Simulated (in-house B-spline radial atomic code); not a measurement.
# Run report: Zr³⁸⁺, many-body perturbation calculation

- system: Zr³⁸⁺.
- method: configuration interaction of two valence electrons with many-body perturbation theory for the core (screened one- and two-electron correlation potentials), Breit and QED, no-pair Dirac, B-spline basis (in-house B-spline radial atomic code)

The input:
```
basis_form = 3
Z = 40
core_configuration = 
rms_radius = 4.2694
mass_number = 90
speed_of_light = 137.035999084
box_radius = 2.25
lmax = 6
intervals = 57
virtual_cutoff = 3200.0
```

Launched within a batch (the task file carries these settings):
```bash
python <driver script> task.json out
```

The program writes its results to a structured record and prints no log; tables and figures of this report are taken from that record.

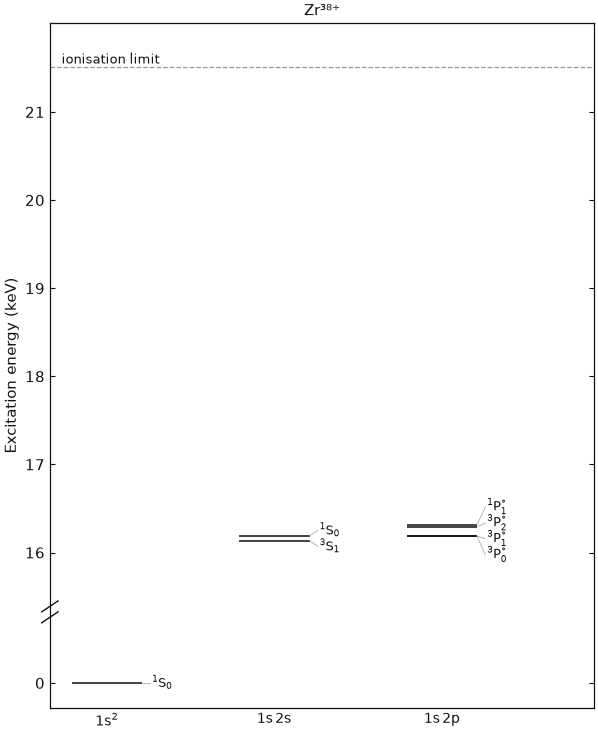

Fig. 1: Levels of Zr³⁸⁺, two electrons outside the core bare nucleus. CI+MBPT: configuration interaction in the frozen-core Dirac–Hartree–Fock potential with screened core-valence correlation, Breit and QED terms; computed with a B-spline radial code. The lowest level is 1s² ¹S₀. The first excited level, 1s 2s ³S₁, lies at 16.1 keV. The lowest level of opposite parity, 1s 2p ³P°₀, is at 16.2 keV. The ionisation energy is 21510 eV, against 21550 eV from CI without core-valence correlation and a tabulated theoretical value of 21520 eV.

```
     Level  E (keV)
   1s² ¹S₀        0
 1s 2s ³S₁    16.13
1s 2p ³P°₀    16.19
1s 2p ³P°₁    16.19
 1s 2s ¹S₀    16.19
1s 2p ³P°₂    16.29
1s 2p ¹P°₁    16.32
```

Key numbers:

```
 quantity                      value
  outcome                  converged
 hardware  1 CPU thread, shared host
wall time                       84 s
```
